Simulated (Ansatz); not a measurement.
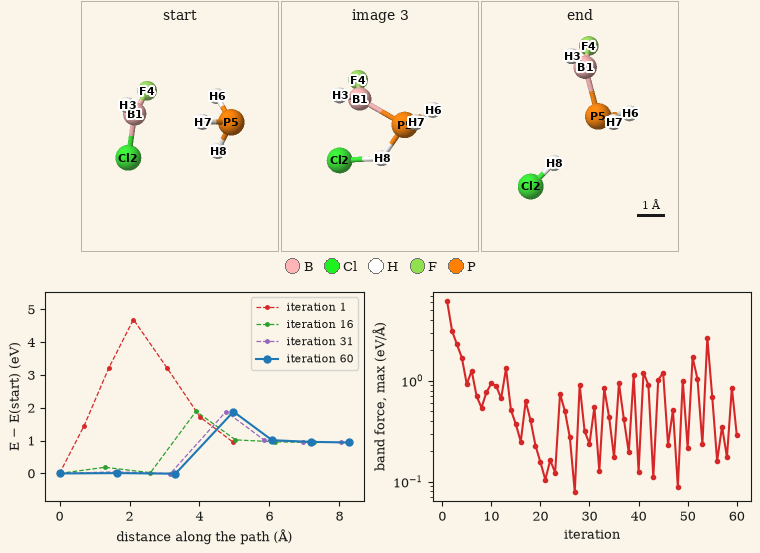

NEB run on BPH₄ClF, made up at the start of BHClF and PH3. Images are numbered from 0 (start) to 6 (end). The plot follows the band through its iterations. A ball-and-stick model, seen at a tilt.

Computed with Ansatz, RKS BHLYP-D4/6-31G*. Run with 5 movable images; climbing image; force threshold 0.05 eV/Å; iteration limit 60; starting path through a guess of the saddle point.

Question: Judge this run.

Answer: The result isn't final. The band hadn't converged when the run stopped after 60 iterations. The largest component of the band force went from 6.2 to 0.29 eV/Å. The barrier read from it is provisional, though the highest image hardly moved in the last two iterations. The first iteration put the highest image at 4.69 eV. The energy climbs by 1.88 eV to image 3 and then falls by 0.94 eV, so the end point sits at +0.94 eV. Image 2 lies below both ends, at −0.01 eV, which may mean an intermediate minimum or an end that is no minimum.

Limits of the set-up: the start holds two separate molecules, 2.8 Å apart at their closest, whose relative position is a soft coordinate.
